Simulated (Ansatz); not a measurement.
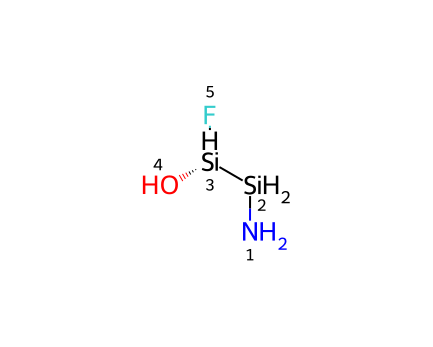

Skeletal drawing with numbered atoms; wedges and dashes mark any stereocentres. The configuration is that of a computed structure (PBE-D4/def2-SVP).

Give the R/S and E/Z labels.

Si3: R.
